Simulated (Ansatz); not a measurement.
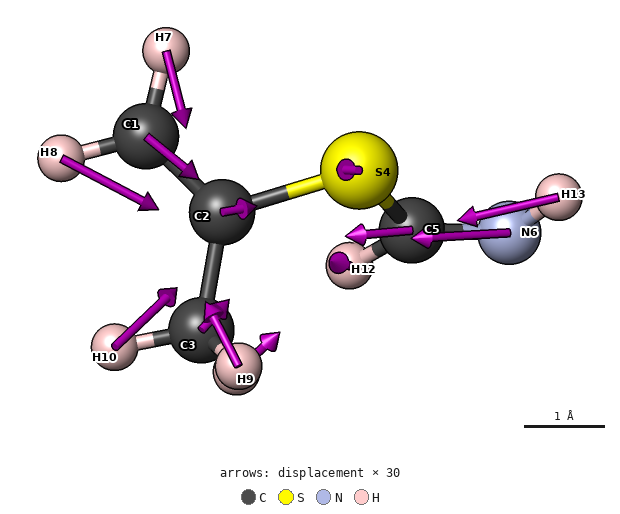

A relaxation of C$_{4}$H$_{7}$NS. The starting structure is drawn; purple arrows show the displacements, magnified 30 times. The two geometries are superimposed by the best rigid fit.

A ball-and-stick model, seen at a tilt.

The start comes from PBE-D4/def2-SVP.

Method: RKS PBE0-D4/def2-TZVP in Ansatz 0.2.0.

The input:
```yaml
crystal:
  periodic: [false, false, false]
  atoms:
    - {symbol: C, position_ang: [-1.624476, -1.341848, -0.055765]}
    - {symbol: C, position_ang: [-0.489216, -0.674810, 0.236211]}
    - {symbol: C, position_ang: [0.881582, -1.289117, 0.285329]}
    - {symbol: S, position_ang: [-0.626330, 1.044613, 0.743633]}
    - {symbol: C, position_ang: [0.423437, 1.880451, -0.443152]}
    - {symbol: N, position_ang: [0.763706, 3.108872, -0.431545]}
    - {symbol: H, position_ang: [-2.601008, -0.835971, -0.076274]}
    - {symbol: H, position_ang: [-1.598756, -2.423190, -0.267499]}
    - {symbol: H, position_ang: [1.311922, -1.208522, 1.305199]}
    - {symbol: H, position_ang: [0.849133, -2.356821, -0.008092]}
    - {symbol: H, position_ang: [1.587038, -0.766620, -0.394413]}
    - {symbol: H, position_ang: [0.761506, 1.222118, -1.272618]}
    - {symbol: H, position_ang: [0.381960, 3.606245, 0.393688]}
basis:
  gaussian: {orbitals: def2-TZVP}
hamiltonian: {xc: pbe0, dispersion: d4}
relax: {f_tol: 0.005, max_steps: 150}
```

Launched with:
```bash
ansatz run in.yaml --threads 4 --pin off --events-out ev --progress --plain --max-ram 10444MiB
```

> Describe the change and its energy.

The largest moves after the best rigid fit, 0.047 Å, are those of N6 and H8. Largest moves by element: H 0.047 Å, N 0.046 Å, C 0.031 Å, S 0.018 Å. Some distances before and after: S4–C5 1.791 → 1.763 Å, C2–S4 1.798 → 1.773 Å, C1–C2 1.349 → 1.329 Å, C1–H7 1.100 → 1.083 Å. After 10 accepted moves (12 points after the start) the energy has fallen by 1.79 kcal/mol. Largest force component: 0.85 eV/Å at the start, 0.0035 eV/Å at the end. The line search rejected the trial steps at points 9, 11 of the run. The forces were under the threshold at step 10, but the run went on from there.
